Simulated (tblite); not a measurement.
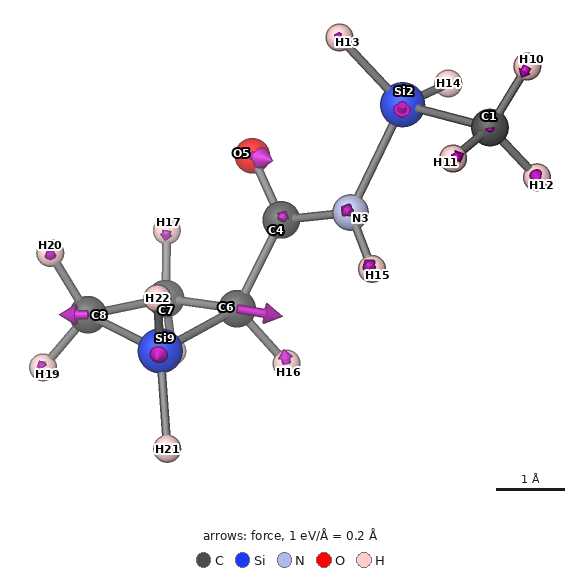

Starting geometry of C$_{5}$H$_{13}$NOSi$_{2}$ with the computed forces as purple arrows. The picture is a ball-and-stick view, seen from a free direction.

These are results of tblite 0.8.0, GFN2-xTB geometry optimisation, gas phase, not measurements. 

### What follows when this structure is relaxed?

It isn't relaxed: the largest force vector, on a C atom, is 3.53 eV/Å. The final displacements have little in common with the starting forces (cosine between the two patterns 0.12). An H atom moves most after the best rigid fit: 0.92 Å. By element the largest moves are H 0.92 Å, O 0.58 Å, Si 0.42 Å, C 0.38 Å, N 0.14 Å. Some distances before and after: O–Si 3.034 → 2.661 Å, C–Si 1.851 → 1.934 Å, N–Si 1.810 → 1.752 Å, C–Si 1.854 → 1.907 Å. Bond angles that change, for instance: O–C–C 116.0° → 124.2°, Si–C–H 105.3° → 112.2°, Si–N–C 119.6° → 113.1°. Groups turn about C–C by about 25°, C–C by about 20°. After 174 geometry steps the energy has fallen by 0.804 eV. The run took 3 s on 1 thread of Arm Neoverse N1, on a shared host.
